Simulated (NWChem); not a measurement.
# GaH3 (SMILES [GaH3]): levels of theory compared

Wanted: a comparison of 4 runs (B3LYP/6-31G*, wB97X/6-31G*, PBE0/def2-SVP, PBE0/aug-cc-pVDZ) of GaH3. 

The calculation is run with NWChem 7.3.0.

1 further run of the same task is left out (it didn't finish).

**1. Starting point**

GaH3: 4 atoms, total charge 0, spin state singlet. As SMILES, `[GaH3]`. The shape is that of a PBE0-D4/def2-TZVP optimisation.

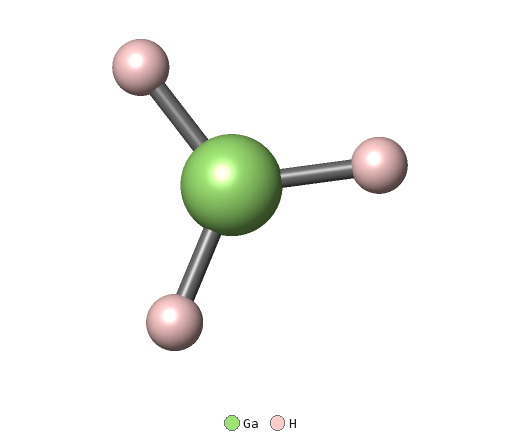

The structure, seen from a chosen angle (gallium green, hydrogen pink).

**2. Energy and forces at B3LYP/6-31G(d) (spherical functions) (run 1)**

The input, run.nw:

```
START run
memory 2200 mb
GEOMETRY noautosym nocenter noautoz
  Ga     0.013400    -0.014900    -0.004600
  H      1.252400     0.343800     0.887700
  H     -0.552100    -1.477800    -0.009700
  H     -0.658400     1.088700    -0.893700
END
BASIS spherical bse
  Ga library 6-31G*
  H library 6-31G*
END
DFT
  xc b3lyp
  grid xfine
  convergence energy 1e-08
  iterations 100
  mulliken
  noprint "final vectors analysis"
END
TASK dft gradient
```

Command:

```console
$ nwchem run.nw > run.out
```

Output:

```text
[...]
          Wavefunction type:  closed shell.
          No. of atoms     :     4
          No. of electrons :    34
[...]
          Charge           :     0
          Spin multiplicity:     1
[...]
          AO basis - number of functions:    38
[...]
              XC Information
              --------------
                         B3LYP Method XC Potential
                     Hartree-Fock (Exact) Exchange  0.200
                        Slater Exchange Functional  0.800 local
                    Becke 1988 Exchange Functional  0.720 non-local
              Lee-Yang-Parr Correlation Functional  0.810
                  VWN I RPA Correlation Functional  0.190 local
[...]
 d= 0,ls=0.0,diis     1  -1926.3771335866 -1.96D+03  1.35D-02  6.98D-02     1.0
[...]
 d= 0,ls=0.0,diis     7  -1926.3921280443 -2.81D-10  4.54D-08  2.05D-12     5.2
         Total DFT energy =    -1926.392128044321
      One electron energy =    -2747.765595588327
           Coulomb energy =      865.544721175345
    Exchange-Corr. energy =      -76.133814357670
 Nuclear repulsion energy =       31.962560726330
[...]
      Total Density - Mulliken Population Analysis
     ---------------------------------------------
    Atom       Charge   Shell Charges
 -----------   ------   -------------------------------------------------------
    1 Ga  31    31.12   2.00  2.00  6.00  2.00  5.99  1.30  1.54  0.05  0.15  6.80  2.93  0.37
    2 H    1     0.96   0.48  0.48
    3 H    1     0.96   0.48  0.48
    4 H    1     0.96   0.48  0.48
[...]
  wavefunction    = closed shell
                         DFT ENERGY GRADIENTS
    atom               coordinates                        gradient
                 x          y          z           x          y          z
   1 Ga      0.025322  -0.028157  -0.008693   -0.000067   0.000026   0.000055
   2 H       2.366693   0.649688   1.677510   -0.002152  -0.000635  -0.001588
   3 H      -1.043318  -2.792637  -0.018330    0.001013   0.002563  -0.000014
   4 H      -1.244196   2.057345  -1.688848    0.001206  -0.001955   0.001547
[...]
```

Wall time 6.9 s (1 thread of Intel Xeon Platinum 8488C (Sapphire Rapids), shared host); peak memory 0.12 GiB.

**3. Energy and forces at wB97X/6-31G(d) (spherical functions) (run 2)**

The input, nw.nw:

```
echo
start nw
title "GaH3 gradient"
memory stack 880 mb heap 220 mb global 1100 mb
geometry units angstrom noautosym nocenter noautoz
  Ga     0.013400    -0.014900    -0.004600
  H      1.252400     0.343800     0.887700
  H     -0.552100    -1.477800    -0.009700
  H     -0.658400     1.088700    -0.893700
end
basis spherical bse
  * library 6-31G*
end
dft
  xc wb97x
  grid xfine
  convergence energy 1e-08
  iterations 100
  mulliken
end
task dft gradient
```

Command:

```console
$ nwchem nw.nw > nw.out
```

Output:

```text
[...]
          Wavefunction type:  closed shell.
          No. of atoms     :     4
          No. of electrons :    34
[...]
          Charge           :     0
          Spin multiplicity:     1
[...]
          AO basis - number of functions:    38
[...]
              XC Information
              --------------
                       wb97x  Method XC Functional
                     Hartree-Fock (Exact) Exchange  1.000
                         wb97x Exchange Functional  1.000
                      wb97x Correlation Functional  1.000
[...]
 d= 0,ls=0.0,diis     1  -1926.3671648365 -1.96D+03  1.01D-02  7.43D-02     1.7
[...]
 d= 0,ls=0.0,diis     7  -1926.3841069105 -2.10D-09  7.52D-07  1.05D-10    10.6
         Total DFT energy =    -1926.384106910497
      One electron energy =    -2747.770921796215
           Coulomb energy =      865.552192958097
    Exchange-Corr. energy =      -76.127938798709
 Nuclear repulsion energy =       31.962560726330
[...]
      Total Density - Mulliken Population Analysis
     ---------------------------------------------
    Atom       Charge   Shell Charges
 -----------   ------   -------------------------------------------------------
    1 Ga  31    31.10   2.00  2.00  6.00  2.00  5.99  1.24  1.59  0.06  0.12  6.80  2.92  0.38
    2 H    1     0.97   0.47  0.49
    3 H    1     0.97   0.47  0.49
    4 H    1     0.97   0.47  0.49
[...]
  wavefunction    = closed shell
[...]
                         DFT ENERGY GRADIENTS
    atom               coordinates                        gradient
                 x          y          z           x          y          z
   1 Ga      0.025322  -0.028157  -0.008693   -0.000072   0.000028   0.000060
   2 H       2.366693   0.649688   1.677510   -0.000532  -0.000166  -0.000423
   3 H      -1.043318  -2.792637  -0.018330    0.000275   0.000651  -0.000022
   4 H      -1.244196   2.057345  -1.688848    0.000329  -0.000513   0.000384
[...]
```

Wall time 13 s (1 thread of Intel Xeon Platinum 8488C (Sapphire Rapids), shared host); peak memory 0.12 GiB.

**4. Energy and forces at PBE0/def2-SVP (run 3)**

The input, run.py:

```python
from ase import Atoms
from ase.calculators.nwchem import NWChem

mol = Atoms('GaHHH', positions=[
    [0.013400, -0.014900, -0.004600],
    [1.252400, 0.343800, 0.887700],
    [-0.552100, -1.477800, -0.009700],
    [-0.658400, 1.088700, -0.893700],
])

calc = NWChem(
    label='nw',
    theory='dft',
    memory='2200 mb',
    basis='def2-SVP',
    basispar='spherical bse',
    dft={'xc': 'pbe0', 'mult': '1', 'grid': 'xfine', 'convergence': 'energy 1e-08', 'iterations': '100', 'mulliken': None},
)
mol.calc = calc

forces = mol.get_forces()
print(f"energy = {mol.get_potential_energy():.6f} eV")
print("forces (eV/A):")
for s, f in zip(mol.symbols, forces):
    print(f"{s:2s} {f[0]:10.5f} {f[1]:10.5f} {f[2]:10.5f}")
print("dipole (e A):", mol.get_dipole_moment().round(4))
```

Command:

```console
$ export ASE_NWCHEM_COMMAND="nwchem PREFIX.nwi > PREFIX.nwo"
$ python run.py
```

Output:

```text
energy = -52412.167583 eV
forces (eV/A):
Ga    0.00360   -0.00139   -0.00298
H     0.02890    0.00895    0.02278
H    -0.01481   -0.03522    0.00108
H    -0.01769    0.02767   -0.02083
dipole (e A): [-0.0004  0.0001  0.0005]
```

The calculator wrote nw.nwi:

```
title "nw"

permanent_dir nw

scratch_dir nw

start nw

geometry units angstrom nocenter noautosym noautoz
  Ga 1.3400000000000000e-02 -1.4900000000000000e-02 -4.5999999999999999e-03
  H  1.2524000000000000e+00 3.4379999999999999e-01 8.8770000000000004e-01
  H  -5.5210000000000004e-01 -1.4778000000000000e+00 -9.7000000000000003e-03
  H  -6.5839999999999999e-01 1.0887000000000000e+00 -8.9370000000000005e-01
end

memory 2200 mb

basis spherical bse noprint
   * library def2-SVP
end

dft
  xc pbe0
  mult 1
  grid xfine
  convergence energy 1e-08
  iterations 100
  mulliken
end

task dft gradient
```

nw.nwo:

```text
Northwest Computational Chemistry Package (NWChem) 7.3.0
             --------------------------------------------------------

           Job information
           ---------------

    nwchem branch   = 7.3.0
    use scalapack   = T
    input           = nw.nwi
    prefix          = nw.
    data base       = nw/nw.db
    status          = startup
    nproc           =        1

           Memory information
           ------------------

    heap     =     72089598 doubles =      550.0 Mbytes
    stack    =     72089595 doubles =      550.0 Mbytes
    global   =    144179200 doubles =     1100.0 Mbytes (distinct from heap & stack)
    total    =    288358393 doubles =     2200.0 Mbytes
    verify   = yes
    hardfail = no

[... 90 lines left out ...]
  convergence criterion.
[... 38 lines left out ...]
          Spatial weights used:  Erf1
[... 74 lines left out ...]
         Total DFT energy =    -1926.111648128979
[... 3 lines left out ...]
 Nuclear repulsion energy =       31.962560726330
[... 402 lines left out ...]
          Convergence on gradient requested:  5.00D-04
[... 25 lines left out ...]
          total energy or number of iterations.
[... 26 lines left out ...]
                         DFT ENERGY GRADIENTS

    atom               coordinates                        gradient
                 x          y          z           x          y          z
   1 Ga      0.025322  -0.028157  -0.008693   -0.000070   0.000027   0.000058
   2 H       2.366693   0.649688   1.677510   -0.000562  -0.000174  -0.000443
   3 H      -1.043318  -2.792637  -0.018330    0.000288   0.000685  -0.000021
   4 H      -1.244196   2.057345  -1.688848    0.000344  -0.000538   0.000405

                 ----------------------------------------
                 |  Time  |  1-e(secs)   |  2-e(secs)   |
                 ----------------------------------------
                 |  CPU   |       0.00   |       0.40   |
                 ----------------------------------------
                 |  WALL  |       0.00   |       0.40   |
                 ----------------------------------------

 Task  times  cpu:        6.7s     wall:        6.7s
 Total times  cpu:        6.7s     wall:        6.7s
```

Run time: 7.8 s. Hardware: 1 thread of Intel Xeon Platinum 8488C (Sapphire Rapids), shared host; peak memory 0.12 GiB.

**5. Energy and forces at PBE0/aug-cc-pVDZ (run 4)**

The input, gah3.nw:

```
start gah3
title "GaH3"
memory total 2200 mb
geometry units angstroms noautosym nocenter noautoz
  Ga     0.013400    -0.014900    -0.004600
  H      1.252400     0.343800     0.887700
  H     -0.552100    -1.477800    -0.009700
  H     -0.658400     1.088700    -0.893700
end
basis spherical bse
  * library aug-cc-pVDZ
end
dft
  xc pbe0
  grid xfine
  convergence energy 1e-08
  iterations 100
  mulliken
end
task dft gradient
```

Command:

```console
$ nwchem gah3.nw > gah3.out
```

Output:

```text
[...]
          Wavefunction type:  closed shell.
          No. of atoms     :     4
          No. of electrons :    34
[...]
          Charge           :     0
          Spin multiplicity:     1
[...]
          AO basis - number of functions:    63
[...]
              XC Information
              --------------
                         PBE0 Method XC Functional
                     Hartree-Fock (Exact) Exchange  0.250
          PerdewBurkeErnzerhof Exchange Functional  0.750
            Perdew 1991 LDA Correlation Functional  1.000 local
           PerdewBurkeErnz. Correlation Functional  1.000 non-local
[...]
 d= 0,ls=0.0,diis     1  -1926.3123092838 -1.96D+03  8.13D-03  7.52D-02     5.9
[...]
 d= 0,ls=0.0,diis     6  -1926.3264983166 -6.84D-09  3.93D-07  2.51D-10    22.0
         Total DFT energy =    -1926.326498316579
      One electron energy =    -2748.283616263809
           Coulomb energy =      865.822939108496
    Exchange-Corr. energy =      -75.828381887596
 Nuclear repulsion energy =       31.962560726330
[...]
      Total Density - Mulliken Population Analysis
     ---------------------------------------------
    Atom       Charge   Shell Charges
 -----------   ------   -------------------------------------------------------
    1 Ga  31    31.23   2.00  2.00  2.03  0.92  0.43  0.00  6.00  6.00  1.12  0.60  0.02  9.89  0.19  0.03
    2 H    1     0.92   0.69  0.25 -0.02  0.01  0.00
    3 H    1     0.92   0.69  0.25 -0.02  0.01  0.00
    4 H    1     0.92   0.69  0.25 -0.02  0.01  0.00
[...]
  wavefunction    = closed shell
                         DFT ENERGY GRADIENTS
    atom               coordinates                        gradient
                 x          y          z           x          y          z
   1 Ga      0.025322  -0.028157  -0.008693   -0.000071   0.000028   0.000060
   2 H       2.366693   0.649688   1.677510   -0.000251  -0.000085  -0.000220
   3 H      -1.043318  -2.792637  -0.018330    0.000146   0.000319  -0.000022
   4 H      -1.244196   2.057345  -1.688848    0.000176  -0.000262   0.000182
[...]
```

It took 31 s on 1 thread of Intel Xeon Platinum 8488C (Sapphire Rapids), shared host; peak memory 0.12 GiB.

**6. Overview of the runs**

| run | level | energy (Eh) | dipole moment (D) | largest force (eV/Å) | wall time |
| --- | --- | --- | --- | --- | --- |
| 1 | B3LYP/6-31G* (spherical functions) | -1926.392128 | 0.00 | 0.142 | 6.9 s |
| 2 | wB97X/6-31G* (spherical functions) | -1926.384107 | 0.00 | 0.037 | 13 s |
| 3 | PBE0/def2-SVP | -1926.111648 | 0.00 | 0.039 | 7.8 s |
| 4 | PBE0/aug-cc-pVDZ | -1926.326498 | 0.00 | 0.019 | 31 s |

**7. Summary of results**

```
                       quantity           value
            run 4: total energy  -1926.32650 Eh
           run 4: dipole moment          0.00 D
             run 4: HOMO energy        -8.58 eV
             run 4: LUMO energy        -1.86 eV
           run 4: HOMO–LUMO gap         6.72 eV
run 4: largest force on an atom      0.019 eV/Å
```

Over runs 2, 3, 4 the HOMO–LUMO gap runs from 6.72 eV (PBE0/aug-cc-pVDZ) to 11.09 eV (wB97X/6-31G*). The two ends differ in method and basis. Totals of different functionals can't be ranked against each other. All runs together took 59 s, the longest 31 s.
